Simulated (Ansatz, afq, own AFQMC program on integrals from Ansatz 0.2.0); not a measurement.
**SiH₃O (doublet): AFQMC on the coupled-cluster ladder at scale of all distances = 1.130, cc-pVDZ**

Aim: compute SiH₃O (doublet) with auxiliary-field quantum Monte Carlo on the same integrals as coupled cluster, and set the energies side by side.

Method: cc-pVDZ, frozen cores; program: Ansatz 0.2.0, Gaussian basis, and an in-house AFQMC program (afq) on its integrals; all values are calculated.

The runs, in order: PBE (unrestricted); r2SCAN (unrestricted); PBE0 (unrestricted); B3LYP (unrestricted); wB97M-V (unrestricted); B2PLYP (unrestricted); CCSD(T) on UHF; Phaseless AFQMC, CISD trial on UHF; Phaseless AFQMC, single-determinant trial on UHF; Free-projection AFQMC, CISD trial on UHF.

**1. What is computed**

The geometry derives from a PBE0/def2-TZVP stationary point (not a proven minimum). All distances are scaled together.

5 atoms, charge 0, spin multiplicity 2.

Atoms are counted from 1 here; the program's logs count them from 0.

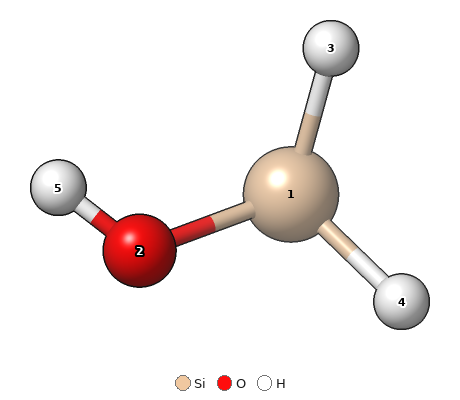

The structure; silicon light orange, oxygen red, hydrogen white; atoms are numbered from 1 in the order of the file.

**2. PBE (unrestricted)**

Contents of in.yaml:

```yaml
crystal:
  periodic: [false, false, false]
  atoms:
    - {symbol: Si, position_ang: [-0.097885, -0.036472, 0.654425]}
    - {symbol: O, position_ang: [0.099995, 0.112605, -1.196255]}
    - {symbol: H, position_ang: [0.726017, -1.387746, 1.252471]}
    - {symbol: H, position_ang: [0.549153, 1.377002, 1.293735]}
    - {symbol: H, position_ang: [-0.134925, -0.760415, -1.792662]}
basis:
  gaussian: {orbitals: cc-pVDZ}
magnetization: {spin_polarized: true, initial_magnetization: 1}
hamiltonian: {xc: {name: PBE}}
output: {orbitals: {seedname: orbitals}}
```

Launch:

```sh
ansatz run in.yaml --threads 1 --pin off --events-out ev --progress --plain --max-ram 1382MiB
```

Log:

```text
Functional definition: PBE
  name "PBE"
  cite "Perdew, Burke & Ernzerhof, Phys. Rev. Lett. 77, 3865 (1996) doi:10.1103/PhysRevLett.77.3865"
  parent pbe
  parameter kappa = 0.804
  parameter beta = 0.06672455060314922
  exchange = pbe_x(kappa = kappa, mu = beta*pi^2/3)
  correlation = pbe_c(beta = beta)
547 factors; their error is unknown
mean field evaluation 1: about -9960.4820 eV, gradient 3.7e1 eV
mean field evaluation 2: about -9879.3699 eV, gradient 1.2e2 eV
mean field evaluation 4: about -9965.2887 eV, gradient 5.7e0 eV
mean field evaluation 8: about -9965.5366 eV, gradient 1.1e-1 eV
mean field evaluation 16: about -9965.5173 eV, gradient 5.8e-5 eV
mean field -9965.51730079 eV, -366.2260059339 hartree, gradient 5.8e-5 eV, S^2 0.751733; 0 other end points of the search recorded, 0 dependent functions left out
reference -9965.51733119 eV, -366.2260070509 hartree; 13, 12 occupied and 34, 35 virtual orbitals, 547 factors
Total energy: -9965.51733119 eV, -366.2260070509 hartree
```

Run time: 0.87 s. Hardware: 1 thread of Arm Neoverse V2, shared host.

From the report: ⟨S²⟩ of the determinant 0.752 (pure doublet: 0.75).

**3. r2SCAN (unrestricted)**

in.yaml, as its differences from that of step 2:

```diff
@@ -11,3 +11,2 @@
 magnetization: {spin_polarized: true, initial_magnetization: 1}
-hamiltonian: {xc: {name: PBE}}
-output: {orbitals: {seedname: orbitals}}
+hamiltonian: {xc: {name: r2SCAN}}
```

Same command.

Log:

```text
Functional definition: r2SCAN
  name "r2SCAN"
  cite "Furness, Kaplan, Ning, Perdew & Sun, J. Phys. Chem. Lett. 11, 8208 (2020) doi:10.1021/acs.jpclett.0c02405"
  cite "Furness, Kaplan, Ning, Perdew & Sun, J. Phys. Chem. Lett. 11, 9248 (2020) doi:10.1021/acs.jpclett.0c03077"
  parent r2scan
  parameter k0 = 0.174
  parameter k1 = 0.065
  parameter a1 = 4.9479
  exchange = r2scan_x(k0 = k0, k1 = k1, a1 = a1)
  correlation = r2scan_c
547 factors; their error is unknown
mean field evaluation 1: about -9965.6826 eV, gradient 3.4e1 eV
mean field evaluation 2: about -9909.6500 eV, gradient 1.1e2 eV
mean field evaluation 4: about -9969.9413 eV, gradient 3.3e0 eV
mean field evaluation 8: about -9970.0233 eV, gradient 2.5e-2 eV
mean field evaluation 16: about -9970.0038 eV, gradient 8.3e-5 eV
mean field -9970.00380613 eV, -366.3908819640 hartree, gradient 8.4e-5 eV, S^2 0.753443; 0 other end points of the search recorded, 0 dependent functions left out
reference -9970.00381575 eV, -366.3908823177 hartree; 13, 12 occupied and 34, 35 virtual orbitals, 547 factors
Total energy: -9970.00381575 eV, -366.3908823177 hartree
```

Wall time 2 s (1 thread of Arm Neoverse V2, shared host).

From the report: ⟨S²⟩ of the determinant 0.753 (pure doublet: 0.75).

**4. PBE0 (unrestricted)**

in.yaml, as its differences from that of step 3:

```diff
@@ -11,2 +11,3 @@
 magnetization: {spin_polarized: true, initial_magnetization: 1}
-hamiltonian: {xc: {name: r2SCAN}}
+hamiltonian: {xc: {name: PBE0}}
+output: {orbitals: {seedname: orbitals}}
```

The command is unchanged.

Log:

```text
Functional definition: PBE0
  name "PBE0"
  cite "Adamo & Barone, J. Chem. Phys. 110, 6158 (1999) doi:10.1063/1.478522"
  cite "Perdew, Burke & Ernzerhof, Phys. Rev. Lett. 77, 3865 (1996) doi:10.1103/PhysRevLett.77.3865"
  parent pbe
  parameter a = 0.25
  parameter kappa = 0.804
  parameter beta = 0.06672455060314922
  exchange = (1 - a)*pbe_x(kappa = kappa, mu = beta*pi^2/3) + a*exact_x
  correlation = pbe_c(beta = beta)
444 factors; integrals over basis functions are off by at most 1.2e-3 eV
mean field evaluation 1: about -9962.2411 eV, gradient 3.2e1 eV
mean field evaluation 2: about -9938.1077 eV, gradient 7.9e1 eV
mean field evaluation 4: about -9966.0434 eV, gradient 1.1e0 eV
mean field evaluation 8: about -9966.1263 eV, gradient 7.3e-2 eV
mean field evaluation 16: about -9966.1264 eV, gradient 2.9e-4 eV
mean field -9966.12641607 eV, -366.2483905073 hartree, gradient 2.0e-5 eV, S^2 0.752699; 0 other end points of the search recorded, 0 dependent functions left out
reference -9966.12643874 eV, -366.2483913407 hartree; 13, 12 occupied and 34, 35 virtual orbitals, 444 factors
Total energy: -9966.12643874 eV, -366.2483913407 hartree
```

It took 1.2 s on 1 thread of Arm Neoverse V2, shared host.

From the report: ⟨S²⟩ of the determinant 0.753 (pure doublet: 0.75).

**5. B3LYP (unrestricted)**

in.yaml, as its differences from that of step 4:

```diff
@@ -11,3 +11,2 @@
 magnetization: {spin_polarized: true, initial_magnetization: 1}
-hamiltonian: {xc: {name: PBE0}}
-output: {orbitals: {seedname: orbitals}}
+hamiltonian: {xc: {name: B3LYP}}
```

Same command.

Log, cut to the lines that bear on the results:

```text
Functional definition: B3LYP
  name "B3LYP"
  cite "Stephens, Devlin, Chabalowski & Frisch, J. Phys. Chem. 98, 11623 (1994) doi:10.1021/j100096a001"
  cite "Becke, Phys. Rev. A 38, 3098 (1988) doi:10.1103/PhysRevA.38.3098"
  cite "Lee, Yang & Parr, Phys. Rev. B 37, 785 (1988) doi:10.1103/PhysRevB.37.785"
  cite "Vosko, Wilk & Nusair, Can. J. Phys. 58, 1200 (1980) doi:10.1139/p80-159"
[...]
444 factors; integrals over basis functions are off by at most 1.2e-3 eV
[...]
mean field -9972.35043843 eV, -366.4771191105 hartree, gradient 6.5e-5 eV, S^2 0.752562; 0 other end points of the search recorded, 0 dependent functions left out
reference -9972.35064670 eV, -366.4771267643 hartree; 13, 12 occupied and 34, 35 virtual orbitals, 444 factors
Total energy: -9972.35064670 eV, -366.4771267643 hartree
```

It took 1.1 s on 1 thread of Arm Neoverse V2, shared host.

From the report: ⟨S²⟩ of the determinant 0.753 (pure doublet: 0.75).

**6. wB97M-V (unrestricted)**

in.yaml, as its differences from that of step 5:

```diff
@@ -11,2 +11,3 @@
 magnetization: {spin_polarized: true, initial_magnetization: 1}
-hamiltonian: {xc: {name: B3LYP}}
+hamiltonian: {xc: {name: wB97M-V}}
+output: {orbitals: {seedname: orbitals}}
```

The command is unchanged.

Log, cut to the lines that bear on the results:

```text
Functional definition: wB97M-V
  name "wB97M-V"
  cite "Mardirossian & Head-Gordon, J. Chem. Phys. 144, 214110 (2016) doi:10.1063/1.4952647"
  cite "Becke, J. Chem. Phys. 107, 8554 (1997) doi:10.1063/1.475007"
  cite "Vydrov & Van Voorhis, J. Chem. Phys. 133, 244103 (2010) doi:10.1063/1.3521275"
  # Of w^i u^j: cxij and so on, Table III.
[...]
  gx(w, u) = 1 - cx + cx01*u + cx10*w
  gss(w, u) = css00 + css04*u^4 + css10*w + css20*w^2 + css43*w^4*u^3
  gos(w, u) = cos00 + cos10*w + (cos20 + cos21*u)*w^2 + (cos60 + cos61*u)*w^6
[...]
      + integral(e_c_pw_mod_opposite_spin*gos(b97_w_opposite, b97_u_opposite)) + vv10(b, c)
444 factors; integrals over basis functions are off by at most 1.2e-3 eV
148 factors; integrals over basis functions are off by at most 1.1e-5 eV
[...]
mean field -9970.15641908 eV, -366.3964903864 hartree, gradient 3.6e-5 eV, S^2 0.752220; 0 other end points of the search recorded, 0 dependent functions left out
reference -9970.15645300 eV, -366.3964916330 hartree; 13, 12 occupied and 34, 35 virtual orbitals, 444 factors
Total energy: -9970.15645300 eV, -366.3964916330 hartree
```

It took 5.5 s on 1 thread of Arm Neoverse V2, shared host.

From the report: ⟨S²⟩ of the determinant 0.752 (pure doublet: 0.75).

**7. B2PLYP (unrestricted)**

in.yaml, as its differences from that of step 6:

```diff
@@ -11,3 +11,3 @@
 magnetization: {spin_polarized: true, initial_magnetization: 1}
-hamiltonian: {xc: {name: wB97M-V}}
-output: {orbitals: {seedname: orbitals}}
+hamiltonian: {xc: {name: B2PLYP}}
+correlation: {electrons: outside_noble_gas}
```

The command is unchanged.

Log, cut to the lines that bear on the results:

```text
Functional definition: B2PLYP
  name "B2PLYP"
  cite "Grimme, J. Chem. Phys. 124, 034108 (2006) doi:10.1063/1.2148954"
  cite "Becke, Phys. Rev. A 38, 3098 (1988) doi:10.1103/PhysRevA.38.3098"
  cite "Lee, Yang & Parr, Phys. Rev. B 37, 785 (1988) doi:10.1103/PhysRevB.37.785"
[...]
444 factors; integrals over basis functions are off by at most 1.2e-3 eV
[...]
mean field -9963.74327433 eV, -366.1608116640 hartree, gradient 8.7e-6 eV, S^2 0.754846; 0 other end points of the search recorded, 0 dependent functions left out
6 core orbitals not correlated: weight in the atoms' cores, before any rotation towards them, 1.000 or more for the frozen orbitals, at most 0.000 for the correlated occupied ones
reference -9963.74340638 eV, -366.1608165165 hartree; 7, 6 occupied and 34, 35 virtual orbitals, 444 factors
second order -9.77031318 eV of doubles, -0.00000000 eV of singles
Total energy: -9966.38139093 eV, -366.2577606609 hartree
```

Wall time 1.4 s (1 thread of Arm Neoverse V2, shared host).

From the report: ⟨S²⟩ of the determinant 0.755 (pure doublet: 0.75).

**8. CCSD(T) on UHF**

in.yaml, as its differences from that of step 7:

```diff
@@ -11,3 +11,2 @@
 magnetization: {spin_polarized: true, initial_magnetization: 1}
-hamiltonian: {xc: {name: B2PLYP}}
-correlation: {electrons: outside_noble_gas}
+correlation: {method: ccsd_t, electrons: outside_noble_gas, hamiltonian_folder: ham}
```

Same command.

Log, cut to the lines that bear on the results:

```text
Functional definition: HF
  name "HF"
  cite "Fock, Z. Phys. 61, 126 (1930) doi:10.1007/BF01340294"
  parent pbe
[...]
444 factors; integrals over basis functions are off by at most 1.2e-3 eV
[...]
mean field -9945.18805505 eV, -365.4789199326 hartree, gradient 2.6e-6 eV, S^2 0.756828; 0 other end points of the search recorded, 0 dependent functions left out
6 core orbitals not correlated: weight in the atoms' cores, before any rotation towards them, 1.000 or more for the frozen orbitals, at most 0.000 for the correlated occupied ones
reference -9945.18805505 eV, -365.4789199326 hartree; 7, 6 occupied and 34, 35 virtual orbitals, 444 factors
second order -7.79373008 eV of doubles, -0.00000000 eV of singles
cycle   1  -8.07703131 eV  change   -2.8e-1 eV  update   8.9e-2
[...]
cycle  12  -8.47725777 eV  change   -4.3e-7 eV  update   1.1e-5
perturbative correction -0.21935571 eV, -0.0080611735 hartree
Total energy: -9953.88466852 eV, -365.7985145829 hartree
```

Run time: 1.2 s. Hardware: 1 thread of Arm Neoverse V2, shared host.

From the report: ⟨S²⟩ of the determinant 0.757 (pure doublet: 0.75); correlation -8.6966 eV; T1 0.021; largest double amplitude 0.04.

This run also writes the integrals to the folder ham.

**9. Phaseless AFQMC, CISD trial on UHF**

It reads the integrals that the CCSD(T) run on this determinant wrote.

Launch:

```sh
afq ham --method phaseless --trial cisd --walkers 60 --populations 1 --least-time 40 --time-step 0.005 --steps-per-block 50 --equilibration-blocks 28 --max-blocks 300 --target-error 0.00043 --factor-cut 1e-05 --start spin_pure --seed 4159 --release-times 0.24,0.51,0.99,1.62,2.4 --release-step 0.03 --release-every 4 --taylor-order 6
```

Log:

```text
orbitals 41  electrons 7 6  factors 308 of 444
reference energy -365.47891993 Eh
CCSD correlation -0.31153350 Eh in 14 cycles, weight of the determinant in the CISD state 0.8737
energy of the start -365.790137 Eh
 block  time / (1/Eh)  mean weight  energy / Eh
     1     0.250  1.0002  -365.785668
     2     0.500  1.0012  -365.789123
     3     0.750  0.9989  -365.792234
     4     1.000  0.9975  -365.789586
     5     1.250  1.0001  -365.792477
     6     1.500  1.0009  -365.791079
     7     1.750  0.9954  -365.795258
     8     2.000  1.0013  -365.791330
     9     2.250  1.0014  -365.801088
    10     2.500  0.9974  -365.807838
    17     4.250  1.0023  -365.795306
    25     6.250  1.0001  -365.801248
    33     8.250  1.0003  -365.798102
    41    10.250  0.9984  -365.815427
    49    12.250  0.9979  -365.793705
    57    14.250  1.0026  -365.800694
    65    16.250  1.0004  -365.813983
    73    18.250  1.0017  -365.799469
    81    20.250  0.9965  -365.792190
    89    22.250  1.0012  -365.802358
    97    24.250  0.9996  -365.811319
   105    26.250  0.9986  -365.811089
   113    28.250  1.0004  -365.808628
   121    30.250  1.0003  -365.811488
   129    32.250  0.9989  -365.803633
   137    34.250  1.0006  -365.794691
   145    36.250  1.0022  -365.795482
   153    38.250  0.9988  -365.791839
   161    40.250  1.0030  -365.791423
   169    42.250  1.0035  -365.798877
   177    44.250  0.9998  -365.794942
   185    46.250  0.9999  -365.796653
   193    48.250  1.0016  -365.797030
   201    50.250  1.0042  -365.797926
   209    52.250  1.0000  -365.800438
   217    54.250  0.9986  -365.795148
   225    56.250  1.0000  -365.786849
   233    58.250  1.0015  -365.791873
   241    60.250  0.9996  -365.796965
   249    62.250  1.0006  -365.802823
   257    64.250  1.0011  -365.788679
   265    66.250  0.9998  -365.792012
   273    68.250  1.0034  -365.851820
   281    70.250  1.0020  -365.802651
   289    72.250  0.9961  -365.804336
   297    74.250  0.9985  -365.799363
   305    76.250  0.9993  -365.801268
   313    78.250  1.0003  -365.790182
   321    80.250  0.9975  -365.805021
blocks merged  error / Eh  count
     1  0.000611  300
     2  0.000774  150
     4  0.000985  75
     8  0.001085  37
    16  0.001146  18
    32  0.001249  9
released: time / (1/Eh)  energy / Eh  error  mean overlap
  0.24  -365.800866  0.000836  0.9943
  0.51  -365.800742  0.000752  0.9987
  0.99  -365.799975  0.000640  1.0125
  1.62  -365.801203  0.001071  0.9911
  2.40  -365.799768  0.001251  0.9911
energy -365.800821 +/- 0.001146 Eh
```

It took 9.1 min on 1 thread of Arm Neoverse V2, shared host.

Energy -9953.9474 ± 0.0312 eV. Caveats: constraint bias not in the error; error above the target.

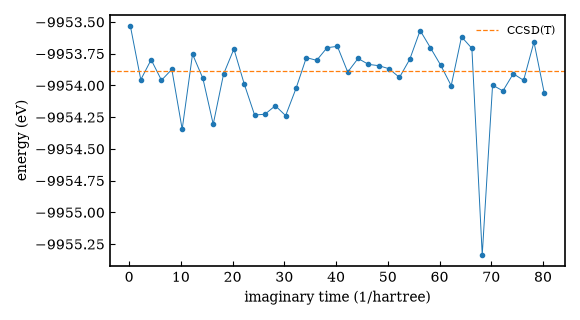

Block energies along the walk.

**10. Phaseless AFQMC, single-determinant trial on UHF**

It reads the integrals that the CCSD(T) run on this determinant wrote.

Launch:

```sh
afq ham --method phaseless --trial hf --walkers 120 --populations 1 --least-time 40 --time-step 0.005 --steps-per-block 20 --equilibration-blocks 112 --max-blocks 600 --target-error 0.00129 --factor-cut 1e-05 --start spin_pure --seed 3321 --taylor-order 6
```

Log:

```text
orbitals 41  electrons 7 6  factors 308 of 444
reference energy -365.47891993 Eh
CCSD correlation -0.31153350 Eh in 14 cycles, weight of the determinant in the CISD state 0.8737
energy of the start -365.479069 Eh
 block  time / (1/Eh)  mean weight  energy / Eh
     1     0.100  1.0027  -365.560650
     2     0.200  1.0039  -365.609561
     3     0.300  1.0008  -365.645926
     4     0.400  1.0028  -365.698102
     5     0.500  1.0039  -365.716192
     6     0.600  1.0008  -365.743753
     7     0.700  0.9993  -365.736081
     8     0.800  1.0012  -365.739287
     9     0.900  1.0000  -365.737798
    10     1.000  1.0008  -365.777970
    18     1.800  0.9991  -365.754235
    35     3.500  1.0019  -365.758300
    52     5.200  0.9999  -365.815649
    69     6.900  0.9999  -365.805097
    86     8.600  1.0005  -365.827617
   103    10.300  1.0021  -365.829159
   120    12.000  0.9982  -365.802088
   137    13.700  1.0001  -365.816640
   154    15.400  0.9975  -365.755109
   171    17.100  0.9989  -365.793157
   188    18.800  1.0020  -365.843123
   205    20.500  0.9964  -365.803926
   222    22.200  1.0001  -365.807515
   239    23.900  0.9993  -365.807778
   256    25.600  1.0030  -365.865978
   273    27.300  0.9997  -365.796217
   290    29.000  1.0010  -365.801135
   307    30.700  1.0003  -365.804153
   324    32.400  1.0000  -365.765211
   341    34.100  1.0015  -365.810347
   358    35.800  1.0032  -365.810725
   375    37.500  0.9994  -365.768208
   392    39.200  1.0008  -365.804948
   409    40.900  0.9977  -365.800266
   426    42.600  1.0006  -365.831282
   443    44.300  0.9989  -365.832489
   460    46.000  1.0027  -365.761556
   477    47.700  0.9996  -365.772800
   494    49.400  1.0039  -365.816814
   511    51.100  1.0005  -365.819400
   528    52.800  0.9991  -365.784522
   545    54.500  1.0006  -365.797683
   562    56.200  1.0004  -365.826097
   579    57.900  1.0013  -365.791929
   596    59.600  1.0011  -365.866153
   613    61.300  0.9978  -365.789118
   630    63.000  0.9992  -365.816787
   647    64.700  0.9973  -365.804668
   664    66.400  0.9970  -365.810629
   681    68.100  1.0023  -365.807864
   698    69.800  0.9992  -365.864614
blocks merged  error / Eh  count
     1  0.001102  600
     2  0.001426  300
     4  0.001789  150
     8  0.002061  75
    16  0.002520  37
    32  0.002678  18
    64  0.003298  9
energy -365.803762 +/- 0.002678 Eh
```

Wall time 5.1 min (1 thread of Arm Neoverse V2, shared host).

Energy -9954.0275 ± 0.0729 eV. Caveats: constraint bias not in the error; error above the target. The error still grows with block length (0.0686 to 0.0897 eV), so the bar may be too small.

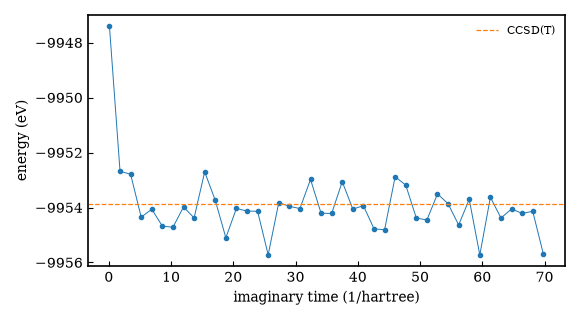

Block energies along the walk.

**11. Free-projection AFQMC, CISD trial on UHF**

It reads the integrals that the CCSD(T) run on this determinant wrote.

Launch:

```sh
afq ham --method free --trial cisd --walkers 60 --time-step 0.03 --max-blocks 80 --target-error 0.00043 --factor-cut 1e-05 --seed 2325 --times 0,0.21,0.42,0.81,1.2,1.8,2.4,3 --taylor-order 8
```

Log:

```text
orbitals 41  electrons 7 6  factors 308 of 444
reference energy -365.47891993 Eh
CCSD correlation -0.31153350 Eh in 14 cycles, weight of the determinant in the CISD state 0.8737
repeat  energy at the last time / Eh  error
    10  -365.797669  0.001697
    20  -365.798664  0.001464
    30  -365.798958  0.001332
    40  -365.800019  0.001239
    50  -365.801055  0.001133
    60  -365.801089  0.001014
    70  -365.801291  0.000918
    80  -365.800596  0.000886
time / (1/Eh)  energy / Eh  error  mean overlap
  0.00  -365.790534  0.000380  1.1446
  0.21  -365.794934  0.000350  1.1510
  0.42  -365.797570  0.000409  1.1370
  0.81  -365.799059  0.000404  1.1358
  1.20  -365.799491  0.000490  1.1431
  1.80  -365.800484  0.000546  1.1220
  2.40  -365.799631  0.000758  1.1262
  3.00  -365.800596  0.000886  1.1064
energy -365.800596 +/- 0.000886 Eh
```

Run time: 5.3 min. Hardware: 1 thread of Arm Neoverse V2, shared host.

Energy -9953.9413 ± 0.0241 eV. Caveats: remainder of the start not in the error; error above the target.

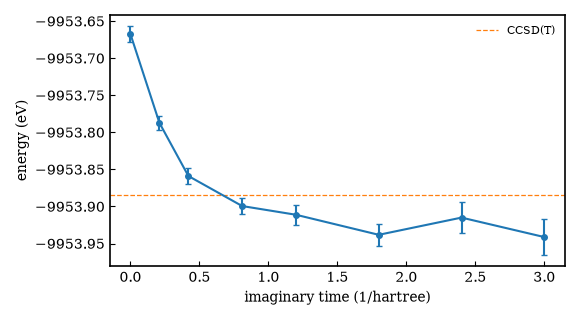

Energy against projection time, with error bars.

**12. AFQMC on the ladder**

On the UHF determinant, counted from CCSD(T) (a yardstick, not exact):

| level | energy (eV) | from CCSD(T) (kcal/mol) | statistical error (kcal/mol) | time |
| --- | --- | --- | --- | --- |
| HF | -9945.1881 | +200.55 |  |  |
| MP2 | -9952.9818 | +20.82 |  |  |
| CCSD | -9953.6653 | +5.06 |  |  |
| CCSD(T) | -9953.8847 | 0.00 |  |  |
| Phaseless AFQMC, CISD trial, step 0.005, 60 walkers | -9953.9474 | -1.45 | 0.72 | 9.1 min |
| Phaseless AFQMC, single-determinant trial, step 0.005, 120 walkers | -9954.0275 | -3.29 | 1.68 | 5.1 min |
| Free-projection AFQMC, CISD trial, step 0.03, 60 walkers | -9953.9413 | -1.31 | 0.56 | 5.3 min |

The functionals' totals stand on their own zeros and serve differences with other points: PBE -9965.517 eV; r2SCAN -9970.004 eV; PBE0 -9966.126 eV; B3LYP -9972.351 eV; wB97M-V -9970.156 eV; B2PLYP -9966.381 eV.

**13. Results**

| quantity | value |
| --- | --- |
| Phaseless AFQMC, CISD trial on UHF from CCSD(T) | -1.45 ± 0.72 kcal/mol |
| Phaseless AFQMC, single-determinant trial on UHF from CCSD(T) | -3.29 ± 1.68 kcal/mol |
| Free-projection AFQMC, CISD trial on UHF from CCSD(T) | -1.31 ± 0.56 kcal/mol |

In words: On UHF the phaseless walk with the CISD trial lies -1.45 kcal/mol from CCSD(T), within three error bars. Free projection has no constraint; at the last time it gives -1.31 ± 0.56 kcal/mol, and from a start that isn't spin pure other spins can mix in. Error bars are statistical and leave out the constraint, the time step and what remains of the start.
